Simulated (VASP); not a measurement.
Band structure of PdC (relaxed from the NiAs type structure, space group P6_3/mmc). Calculation: PBEsol GGA, VASP's PBE PAW potentials (set 64) (plane waves; VASP 6.6.1).

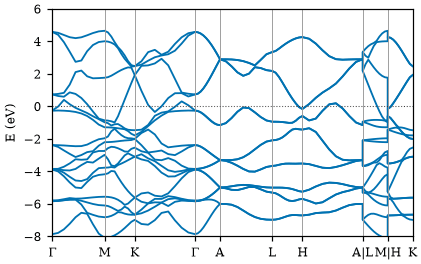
Fig. 1. Bands along high-symmetry lines, zero at the valence-band maximum or, without a gap, the Fermi level

**Question.** Read the plot: is there a gap, and where are the band edges?

**Answer.** It has no gap at this level: it comes out as a metal or semimetal. (Edges off the drawn lines would not show.)

The structure was generated: PdC was put into the NiAs type type (P6_3/mmc), which need not be its known phase. It was relaxed first, which changed the volume by -14 %.
